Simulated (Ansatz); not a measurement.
# GeAsH3 (singlet): RKS PBE0, RPA-PBE over vertical spin and charge gaps and displaced geometries, cc-pVDZ

Aim: run GeAsH3 (singlet) with these functionals over vertical spin and charge gaps and displaced geometries, and hold them against the top wave-function level at the same points.

Program: Ansatz 0.2.0, Gaussian basis. Level of theory: cc-pVDZ, all electrons in the functionals, frozen cores in the correlation of double hybrids and RPA. These are calculated values, not measurements.

To be run: RKS PBE0, RPA-PBE, at charge 0, singlet; charge 0, triplet; charge 1, doublet; displaced geometry v1; displaced geometry v2 (not every functional at every point).

18 further runs of the same task are left out: 5 that didn't finish, 13 set aside as unsound or not needed.

## (1) What is computed

The geometry is a PBE0/def2-TZVP stationary point (not a proven minimum). No spin-orbit coupling is included. The filled d shell of Ge, As may be among the frozen orbitals whatever the setting's name suggests; the logs give the count.

5 atoms, charge 0, spin multiplicity 1.

Atoms are counted from 1 here; the program's logs count them from 0.

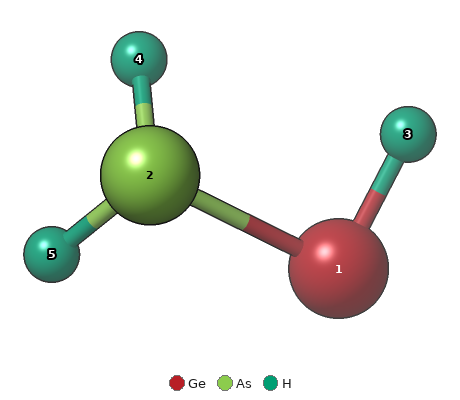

The structure; germanium red, arsenic green, hydrogen teal; atoms are numbered from 1 in the order of the file.

No dispersion term is added.

The geometry shown and the zero of energy belong to the point charge 0, singlet. The yardstick, UCCSD(T), and other wave-function levels (R restricted, U unrestricted, valence and pair active spaces) come from earlier runs.

## (2) RKS PBE0, charge 0, singlet

Contents of in.yaml:

```yaml
crystal:
  periodic: [false, false, false]
  atoms:
    - {symbol: Ge, position_ang: [-0.022102, 0.038653, 1.246543]}
    - {symbol: As, position_ang: [0.046082, -0.019073, -1.187293]}
    - {symbol: H, position_ang: [0.034626, -1.555165, 1.268133]}
    - {symbol: H, position_ang: [-1.065901, -1.026058, -1.407248]}
    - {symbol: H, position_ang: [-0.801201, 1.213287, -1.443306]}
basis:
  gaussian: {orbitals: cc-pVDZ}
hamiltonian: {xc: {name: PBE0}}
```

On the command line:

```console
ansatz run in.yaml --threads 1 --pin off --events-out ev --progress --plain --max-ram 2393MiB
```

Output:

```text
Functional definition: PBE0
  name "PBE0"
  cite "Adamo & Barone, J. Chem. Phys. 110, 6158 (1999) doi:10.1063/1.478522"
  cite "Perdew, Burke & Ernzerhof, Phys. Rev. Lett. 77, 3865 (1996) doi:10.1103/PhysRevLett.77.3865"
  parent pbe
  parameter a = 0.25
  parameter kappa = 0.804
  parameter beta = 0.06672455060314922
  exchange = (1 - a)*pbe_x(kappa = kappa, mu = beta*pi^2/3) + a*exact_x
  correlation = pbe_c(beta = beta)
787 factors; integrals over basis functions are off by at most 1.1e-3 eV
mean field evaluation 1: about -117390.9567 eV, gradient 9.1e0 eV
mean field evaluation 2: about -117390.9849 eV, gradient 8.9e0 eV
mean field evaluation 4: about -117391.2988 eV, gradient 3.8e-1 eV
mean field evaluation 8: about -117391.3215 eV, gradient 3.5e-2 eV
mean field -117391.32147852 eV, -4314.0514936398 hartree, gradient 6.0e-5 eV, S^2 0.000000; 0 other end points of the search recorded, 0 dependent functions left out
reference -117391.32149996 eV, -4314.0514944280 hartree; 34, 34 occupied and 35, 35 virtual orbitals, 787 factors
Total energy: -117391.32149996 eV, -4314.0514944280 hartree
```

It took 2.5 s on 1 thread of Arm Neoverse V2, shared host.

## (3) RKS PBE0, displaced geometry v1

Contents of in.yaml:

```yaml
crystal:
  periodic: [false, false, false]
  atoms:
    - {symbol: Ge, position_ang: [-0.020974, 0.046550, 1.253117]}
    - {symbol: As, position_ang: [0.046376, -0.027318, -1.191872]}
    - {symbol: H, position_ang: [0.082884, -1.504100, 1.220941]}
    - {symbol: H, position_ang: [-1.120420, -1.037807, -1.424638]}
    - {symbol: H, position_ang: [-0.898104, 1.217717, -1.512185]}
basis:
  gaussian: {orbitals: cc-pVDZ}
hamiltonian: {xc: {name: PBE0}}
```

The command is unchanged.

Output:

```text
Functional definition: PBE0
  name "PBE0"
  cite "Adamo & Barone, J. Chem. Phys. 110, 6158 (1999) doi:10.1063/1.478522"
  cite "Perdew, Burke & Ernzerhof, Phys. Rev. Lett. 77, 3865 (1996) doi:10.1103/PhysRevLett.77.3865"
  parent pbe
  parameter a = 0.25
  parameter kappa = 0.804
  parameter beta = 0.06672455060314922
  exchange = (1 - a)*pbe_x(kappa = kappa, mu = beta*pi^2/3) + a*exact_x
  correlation = pbe_c(beta = beta)
788 factors; integrals over basis functions are off by at most 1.2e-3 eV
mean field evaluation 1: about -117390.8971 eV, gradient 8.8e0 eV
mean field evaluation 2: about -117390.9403 eV, gradient 8.4e0 eV
mean field evaluation 4: about -117391.2199 eV, gradient 3.7e-1 eV
mean field evaluation 8: about -117391.2402 eV, gradient 3.4e-2 eV
mean field -117391.24020992 eV, -4314.0485070741 hartree, gradient 6.1e-5 eV, S^2 0.000000; 0 other end points of the search recorded, 0 dependent functions left out
reference -117391.24023139 eV, -4314.0485078632 hartree; 34, 34 occupied and 35, 35 virtual orbitals, 788 factors
Total energy: -117391.24023139 eV, -4314.0485078632 hartree
```

Run time: 2.5 s. Hardware: 1 thread of Arm Neoverse V2, shared host.

From charge 0, singlet: +7.8 kJ/mol.

## (4) RKS PBE0, displaced geometry v2

Contents of in.yaml:

```yaml
crystal:
  periodic: [false, false, false]
  atoms:
    - {symbol: Ge, position_ang: [0.061278, 0.035838, 1.241151]}
    - {symbol: As, position_ang: [-0.035412, -0.013514, -1.181091]}
    - {symbol: H, position_ang: [0.029752, -1.582030, 1.266154]}
    - {symbol: H, position_ang: [-0.987666, -1.108193, -1.391012]}
    - {symbol: H, position_ang: [-0.826025, 1.112019, -1.529954]}
basis:
  gaussian: {orbitals: cc-pVDZ}
hamiltonian: {xc: {name: PBE0}}
```

Launched as before.

Output:

```text
Functional definition: PBE0
  name "PBE0"
  cite "Adamo & Barone, J. Chem. Phys. 110, 6158 (1999) doi:10.1063/1.478522"
  cite "Perdew, Burke & Ernzerhof, Phys. Rev. Lett. 77, 3865 (1996) doi:10.1103/PhysRevLett.77.3865"
  parent pbe
  parameter a = 0.25
  parameter kappa = 0.804
  parameter beta = 0.06672455060314922
  exchange = (1 - a)*pbe_x(kappa = kappa, mu = beta*pi^2/3) + a*exact_x
  correlation = pbe_c(beta = beta)
787 factors; integrals over basis functions are off by at most 1.1e-3 eV
mean field evaluation 1: about -117390.7566 eV, gradient 9.5e0 eV
mean field evaluation 2: about -117390.7033 eV, gradient 1.0e1 eV
mean field evaluation 4: about -117391.1350 eV, gradient 4.5e-1 eV
mean field evaluation 8: about -117391.1595 eV, gradient 3.4e-2 eV
mean field -117391.15952866 eV, -4314.0455420924 hartree, gradient 6.5e-5 eV, S^2 0.000000; 0 other end points of the search recorded, 0 dependent functions left out
reference -117391.15954981 eV, -4314.0455428698 hartree; 34, 34 occupied and 35, 35 virtual orbitals, 787 factors
Total energy: -117391.15954981 eV, -4314.0455428698 hartree
```

Run time: 2.4 s. Hardware: 1 thread of Arm Neoverse V2, shared host.

From charge 0, singlet: +15.6 kJ/mol.

## (5) RPA-PBE, charge 0, singlet

Contents of in.yaml:

```yaml
crystal:
  periodic: [false, false, false]
  atoms:
    - {symbol: Ge, position_ang: [-0.022102, 0.038653, 1.246543]}
    - {symbol: As, position_ang: [0.046082, -0.019073, -1.187293]}
    - {symbol: H, position_ang: [0.034626, -1.555165, 1.268133]}
    - {symbol: H, position_ang: [-1.065901, -1.026058, -1.407248]}
    - {symbol: H, position_ang: [-0.801201, 1.213287, -1.443306]}
basis:
  gaussian: {orbitals: cc-pVDZ}
magnetization: {spin_polarized: true, initial_magnetization: 0}
hamiltonian: {xc: {name: PBE}}
correlation: {method: rpa, electrons: outside_noble_gas}
```

Launched as before.

Output (excerpt; [...] marks lines left out):

```text
Functional definition: PBE
  name "PBE"
  cite "Perdew, Burke & Ernzerhof, Phys. Rev. Lett. 77, 3865 (1996) doi:10.1103/PhysRevLett.77.3865"
  parent pbe
[...]
787 factors; integrals over basis functions are off by at most 1.1e-3 eV
[...]
mean field -117388.05834322 eV, -4313.9315756295 hartree, gradient 8.9e-6 eV, S^2 0.000000; 3 other end points of the search recorded, 0 dependent functions left out
28 core orbitals not correlated: weight in the atoms' cores, before any rotation towards them, 0.999 or more for the frozen orbitals, at most 0.000 for the correlated occupied ones
reference -117313.22813183 eV, -4311.1816160826 hartree; 6, 6 occupied and 35, 35 virtual orbitals, 787 factors
Total energy: -117323.52268281 eV, -4311.5599338533 hartree
```

It took 5 s on 1 thread of Arm Neoverse V2, shared host.

From the report: ⟨S²⟩ of the determinant 0.000 (pure singlet: 0.00).

## (6) RPA-PBE, charge 0, triplet

in.yaml, as its differences from that of step 5:

```diff
@@ -10,3 +10,3 @@
   gaussian: {orbitals: cc-pVDZ}
-magnetization: {spin_polarized: true, initial_magnetization: 0}
+magnetization: {spin_polarized: true, initial_magnetization: 2}
 hamiltonian: {xc: {name: PBE}}
```

Same command.

Output (excerpt; [...] marks lines left out):

```text
Functional definition: PBE
  name "PBE"
  cite "Perdew, Burke & Ernzerhof, Phys. Rev. Lett. 77, 3865 (1996) doi:10.1103/PhysRevLett.77.3865"
  parent pbe
[...]
787 factors; integrals over basis functions are off by at most 1.1e-3 eV
[...]
mean field -117386.61315747 eV, -4313.8784660327 hartree, gradient 8.4e-6 eV, S^2 2.003283; 1 other end points of the search recorded, 0 dependent functions left out
28 core orbitals not correlated: weight in the atoms' cores, before any rotation towards them, 0.999 or more for the frozen orbitals, at most 0.000 for the correlated occupied ones
reference -117312.22753285 eV, -4311.1448447484 hartree; 7, 5 occupied and 34, 36 virtual orbitals, 787 factors
Total energy: -117322.08886330 eV, -4311.5072419582 hartree
```

Run time: 4.2 s. Hardware: 1 thread of Arm Neoverse V2, shared host.

From the report: ⟨S²⟩ of the determinant 2.003 (pure triplet: 2.00).

From charge 0, singlet: +138.3 kJ/mol.

## (7) RPA-PBE, charge 1, doublet

in.yaml, as its differences from that of step 6:

```diff
@@ -10,3 +10,4 @@
   gaussian: {orbitals: cc-pVDZ}
-magnetization: {spin_polarized: true, initial_magnetization: 2}
+total_charge: 1
+magnetization: {spin_polarized: true, initial_magnetization: 1}
 hamiltonian: {xc: {name: PBE}}
```

The command is unchanged.

Output (excerpt; [...] marks lines left out):

```text
Functional definition: PBE
  name "PBE"
  cite "Perdew, Burke & Ernzerhof, Phys. Rev. Lett. 77, 3865 (1996) doi:10.1103/PhysRevLett.77.3865"
  parent pbe
[...]
786 factors; integrals over basis functions are off by at most 1.1e-3 eV
[...]
mean field -117379.61612077 eV, -4313.6213296768 hartree, gradient 3.7e-6 eV, S^2 0.755926; 3 other end points of the search recorded, 0 dependent functions left out
28 core orbitals not correlated: weight in the atoms' cores, before any rotation towards them, 0.999 or more for the frozen orbitals, at most 0.000 for the correlated occupied ones
reference -117305.47016530 eV, -4310.8965160712 hartree; 6, 5 occupied and 35, 36 virtual orbitals, 786 factors
Total energy: -117315.10596392 eV, -4311.2506251392 hartree
```

Run time: 6.5 s. Hardware: 1 thread of Arm Neoverse V2, shared host.

From the report: ⟨S²⟩ of the determinant 0.756 (pure doublet: 0.75).

From charge 0, singlet: +812.1 kJ/mol.

## (8) RPA-PBE, displaced geometry v1

Contents of in.yaml:

```yaml
crystal:
  periodic: [false, false, false]
  atoms:
    - {symbol: Ge, position_ang: [-0.020974, 0.046550, 1.253117]}
    - {symbol: As, position_ang: [0.046376, -0.027318, -1.191872]}
    - {symbol: H, position_ang: [0.082884, -1.504100, 1.220941]}
    - {symbol: H, position_ang: [-1.120420, -1.037807, -1.424638]}
    - {symbol: H, position_ang: [-0.898104, 1.217717, -1.512185]}
basis:
  gaussian: {orbitals: cc-pVDZ}
magnetization: {spin_polarized: true, initial_magnetization: 0}
hamiltonian: {xc: {name: PBE}}
correlation: {method: rpa, electrons: outside_noble_gas}
```

Same command.

Output (excerpt; [...] marks lines left out):

```text
Functional definition: PBE
  name "PBE"
  cite "Perdew, Burke & Ernzerhof, Phys. Rev. Lett. 77, 3865 (1996) doi:10.1103/PhysRevLett.77.3865"
  parent pbe
[...]
788 factors; integrals over basis functions are off by at most 1.2e-3 eV
[...]
mean field -117388.00345069 eV, -4313.9295583664 hartree, gradient 8.5e-6 eV, S^2 0.000000; 3 other end points of the search recorded, 0 dependent functions left out
28 core orbitals not correlated: weight in the atoms' cores, before any rotation towards them, 0.999 or more for the frozen orbitals, at most 0.000 for the correlated occupied ones
reference -117313.10929256 eV, -4311.1772488200 hartree; 6, 6 occupied and 35, 35 virtual orbitals, 788 factors
Total energy: -117323.45794843 eV, -4311.5575549087 hartree
```

Run time: 5.5 s. Hardware: 1 thread of Arm Neoverse V2, shared host.

From the report: ⟨S²⟩ of the determinant 0.000 (pure singlet: 0.00).

From charge 0, singlet: +6.2 kJ/mol.

## (9) RPA-PBE, displaced geometry v2

Contents of in.yaml:

```yaml
crystal:
  periodic: [false, false, false]
  atoms:
    - {symbol: Ge, position_ang: [0.061278, 0.035838, 1.241151]}
    - {symbol: As, position_ang: [-0.035412, -0.013514, -1.181091]}
    - {symbol: H, position_ang: [0.029752, -1.582030, 1.266154]}
    - {symbol: H, position_ang: [-0.987666, -1.108193, -1.391012]}
    - {symbol: H, position_ang: [-0.826025, 1.112019, -1.529954]}
basis:
  gaussian: {orbitals: cc-pVDZ}
magnetization: {spin_polarized: true, initial_magnetization: 0}
hamiltonian: {xc: {name: PBE}}
correlation: {method: rpa, electrons: outside_noble_gas}
```

The command is unchanged.

Output (excerpt; [...] marks lines left out):

```text
Functional definition: PBE
  name "PBE"
  cite "Perdew, Burke & Ernzerhof, Phys. Rev. Lett. 77, 3865 (1996) doi:10.1103/PhysRevLett.77.3865"
  parent pbe
[...]
787 factors; integrals over basis functions are off by at most 1.1e-3 eV
[...]
mean field -117387.87077804 eV, -4313.9246827364 hartree, gradient 9.5e-7 eV, S^2 0.000000; 2 other end points of the search recorded, 0 dependent functions left out
28 core orbitals not correlated: weight in the atoms' cores, before any rotation towards them, 0.999 or more for the frozen orbitals, at most 0.001 for the correlated occupied ones
reference -117313.08767633 eV, -4311.1764544382 hartree; 6, 6 occupied and 35, 35 virtual orbitals, 787 factors
Total energy: -117323.34193635 eV, -4311.5532915436 hartree
```

Wall time 4.6 s (1 thread of Arm Neoverse V2, shared host).

From the report: ⟨S²⟩ of the determinant 0.000 (pure singlet: 0.00).

From charge 0, singlet: +17.4 kJ/mol.

## (10) The comparison

No level is safe as a reference over these points; UCCSD(T) serves as a yardstick only. It comes from earlier runs at the same points. Energies in kJ/mol, counted from charge 0, singlet; blanks weren't run or aren't comparable.

```tsv
level	singlet to triplet	ionisation to the doublet cation	displacement v1	displacement v2
UCCSD(T)	134.9	802.8	7.5	16.0
RKS PBE0			7.8	15.6
RPA-PBE	138.3	812.1	6.2	17.4
```

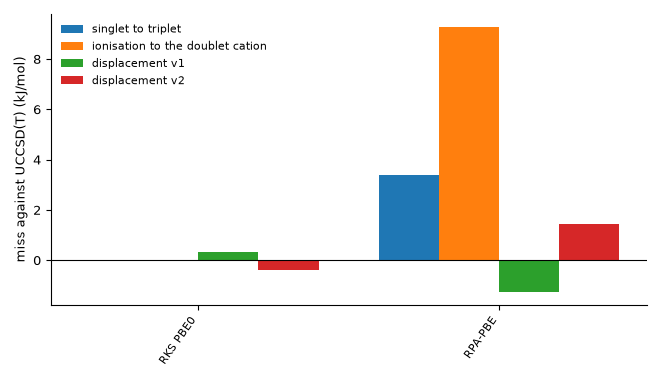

Misses of the gaps against UCCSD(T).

Largest miss and mean time a point (UCCSD(T) took 14 s a point; shared hosts):

```tsv
level	largest miss (kJ/mol)	where	time a point
RKS PBE0	-0.4	displacement v2	2.5 s
RPA-PBE	+9.3	ionisation to the doublet cation	5.2 s
```

## (11) Outcome

```
                                  quantity                                           value
              singlet to triplet, UCCSD(T)                                    134.9 kJ/mol
ionisation to the doublet cation, UCCSD(T)                                    802.8 kJ/mol
                 displacement v1, UCCSD(T)                                      7.5 kJ/mol
                 displacement v2, UCCSD(T)                                     16.0 kJ/mol
                    largest miss, RKS PBE0                   -0.4 kJ/mol (displacement v2)
                     largest miss, RPA-PBE  +9.3 kJ/mol (ionisation to the doublet cation)
```

**Reading.** Misses are known at 4 of 4 points at best, and only functionals with that many are ranked. RPA-PBE strays by up to 9.3 kJ/mol, at ionisation to the doublet cation. Functionals and the yardstick converge differently with the basis, so part of each miss in cc-pVDZ is the basis. The yardstick itself may be off where one determinant is a poor start.
